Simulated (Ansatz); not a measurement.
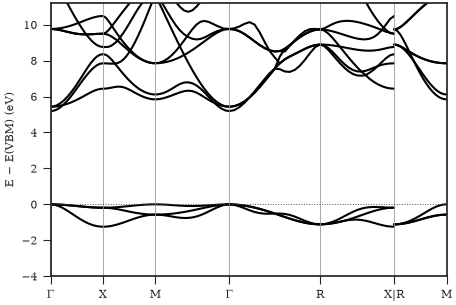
*Band structure from plane-wave PAW r²SCAN (Ansatz code)*

Problem. Read off the gap and where the band edges lie.

Solution. About 5.2 eV (5.19 eV by a search for the band edges); maximum at M, minimum at Γ.

The material is CsBr (CsCl type, space group No. 221).

Space group Pm-3m (CsCl type). Symmetry was held in the r²SCAN relaxation. Scalar-relativistic: spin–orbit coupling is off unless named, which matters more the heavier the elements.

Potentials: the later of the program's two PAW sets.
